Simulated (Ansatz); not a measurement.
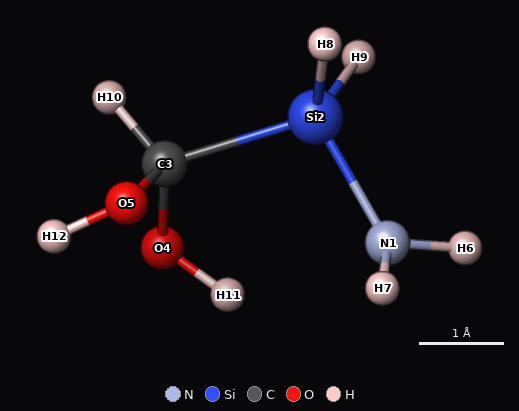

**Figure 1.** The structure as given in the input (ball-and-stick view, seen on its broad side; atoms are numbered from 1 in the order of the input). Bond lengths as drawn: C–H 1.10 Å, C–O 1.40 to 1.41 Å, C–Si 1.90 Å, H–N 1.01 Å, H–O 0.96 to 0.97 Å, H–Si 1.49 Å and N–Si 1.73 Å.

# CH$_{7}$NO$_{2}$Si: one change and its effect

System: CH$_{7}$NO$_{2}$Si, SMILES N[SiH2]C(O)O.
Method of run 1: RKS PBE0-D4/def2-TZVPP (Ansatz 0.2.0).

The geometry comes from this level: PBE0-D4/def2-TZVP. Text and figures count atoms from 1; the logs count them from 0 in places.

### Input, run 1
```yaml
crystal:
  periodic: [false, false, false]
  atoms:
    - {symbol: N, position_ang: [-1.392725, -0.672937, -0.709366]}
    - {symbol: Si, position_ang: [-0.585995, -0.446749, 0.804343]}
    - {symbol: C, position_ang: [1.042954, 0.398268, 0.297352]}
    - {symbol: O, position_ang: [1.580140, -0.272183, -0.811691]}
    - {symbol: O, position_ang: [0.704515, 1.735863, -0.008582]}
    - {symbol: H, position_ang: [-1.942174, -1.504386, -0.855079]}
    - {symbol: H, position_ang: [-1.830876, 0.122683, -1.148295]}
    - {symbol: H, position_ang: [-1.322429, 0.374822, 1.803247]}
    - {symbol: H, position_ang: [-0.323010, -1.800187, 1.356882]}
    - {symbol: H, position_ang: [1.825056, 0.364308, 1.065515]}
    - {symbol: H, position_ang: [0.834136, -0.512713, -1.380905]}
    - {symbol: H, position_ang: [1.487308, 2.158212, -0.379419]}
basis:
  gaussian: {orbitals: def2-TZVPP}
hamiltonian: {xc: pbe0, dispersion: d4}
output: {orbitals: {seedname: orbitals}}
```

Command:
```bash
ansatz run in.yaml --threads 4 --pin off --events-out ev --progress --plain --max-ram 10444MiB
```

Hardware: 4 threads of Arm Neoverse V2, 23 GiB of memory available, shared host.

### Output (run 1)
```
Functional definition: PBE0
  parameter a = 0.25
  parameter kappa = 0.804
  parameter beta = 0.06672455060314922
  exchange = (1 - a)*pbe_x(kappa = kappa, mu = beta*pi^2/3) + a*exact_x
  correlation = pbe_c(beta = beta)
1341 factors; their error is unknown
mean field evaluation 1: about -14595.4591 eV, gradient 7.7e1 eV
mean field evaluation 2: about -14583.8061 eV, gradient 1.1e2 eV
mean field evaluation 4: about -14605.7704 eV, gradient 3.1e0 eV
mean field evaluation 8: about -14605.7899 eV, gradient 2.3e-2 eV
mean field evaluation 16: about -14605.8155 eV, gradient 1.0e-4 eV
mean field -14605.81552525 eV, -536.7538203755 hartree, gradient 2.5e-5 eV, S^2 0.000000; 0 other end points of the search recorded, 0 dependent functions left out
reference -14605.81555730 eV, -536.7538215533 hartree; 25, 25 occupied and 239, 239 virtual orbitals, 1341 factors
Total energy: -14606.01436236 eV, -536.7611275045 hartree
```

For run 2 the input was changed thus:
```diff
-  gaussian: {orbitals: def2-TZVPP}
+  gaussian: {orbitals: "def2-QZVPP.json"}
```

What does this change do to the results?

The total energy of run 2 is 15.4 kcal/mol lower, which measures the change of basis and not a stability. The HOMO goes from −7.48 to −7.53 eV. The LUMO goes from 0.24 to 0.00 eV. The basis functions go from 264 to 508. On the same kind of shared host run 2 took about 3 times as long.

### Output (run 2)
```
Functional definition: PBE0
  parameter a = 0.25
  parameter kappa = 0.804
  parameter beta = 0.06672455060314922
  exchange = (1 - a)*pbe_x(kappa = kappa, mu = beta*pi^2/3) + a*exact_x
  correlation = pbe_c(beta = beta)
1529 factors; their error is unknown
mean field evaluation 1: about -14595.3694 eV, gradient 8.0e1 eV
mean field evaluation 2: about -14581.5168 eV, gradient 1.1e2 eV
mean field evaluation 4: about -14606.4554 eV, gradient 3.2e0 eV
mean field evaluation 8: about -14606.4765 eV, gradient 6.5e-2 eV
mean field evaluation 16: about -14606.4815 eV, gradient 7.7e-5 eV
mean field -14606.48147960 eV, -536.7782937464 hartree, gradient 7.7e-5 eV, S^2 0.000000; 0 other end points of the search recorded, 0 dependent functions left out
reference -14606.48151813 eV, -536.7782951625 hartree; 25, 25 occupied and 483, 483 virtual orbitals, 1529 factors
Total energy: -14606.68032319 eV, -536.7856011138 hartree
```

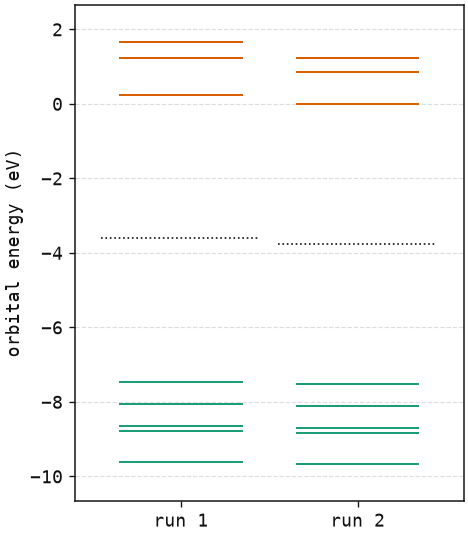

**Figure 2.** The five highest filled and three lowest empty orbital energies of the two runs; the dotted lines part filled from empty levels. The HOMO–LUMO gap is 7.72 eV in run 1 and 7.53 eV in run 2.

### The two runs side by side

| quantity | run 1 | run 2 |
| --- | --- | --- |
| outcome | converged | converged |
| total energy (hartree) | −536.761128 | −536.785601 |
| HOMO (eV) | −7.48 | −7.53 |
| LUMO (eV) | 0.24 | 0.00 |
| basis functions | 264 | 508 |
| wall time (shared host) | 2.7 s | 8 s |
